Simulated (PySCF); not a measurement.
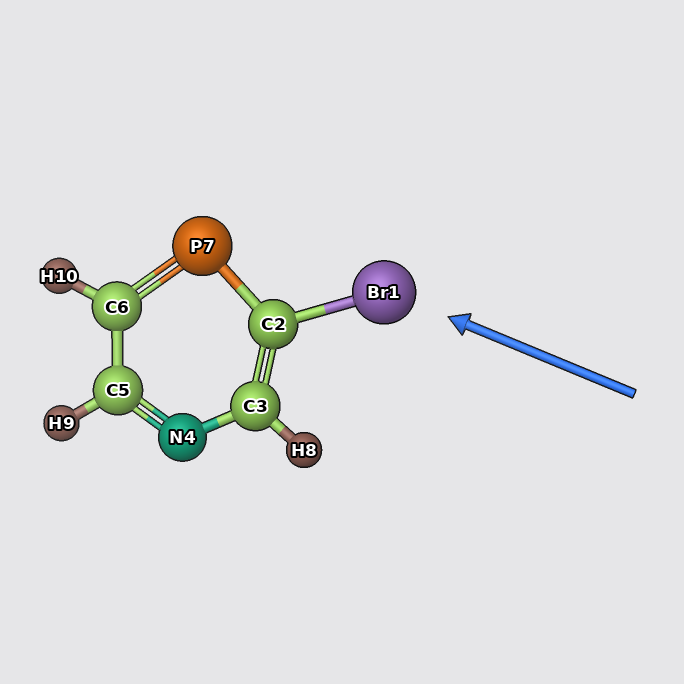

The arrow beside the molecule shows the direction of the dipole moment, from the negative to the positive end (its length means nothing). Computed geometry: GFN2-xTB optimisation. No frequency run is at hand to confirm it as a minimum. Level of theory: B3LYP/def2-SVPD, gas phase (PySCF 2.14.0).

**Estimate the dipole moment.**

1.55 D; it points from the side of Br1 to the side of H10 (the outermost atoms at the two ends).

The geometry is semi-empirical. Around Br, P such bond lengths and angles can be off by a tenth of an ångström or more and by several degrees, and values that hang on the shape move with them.
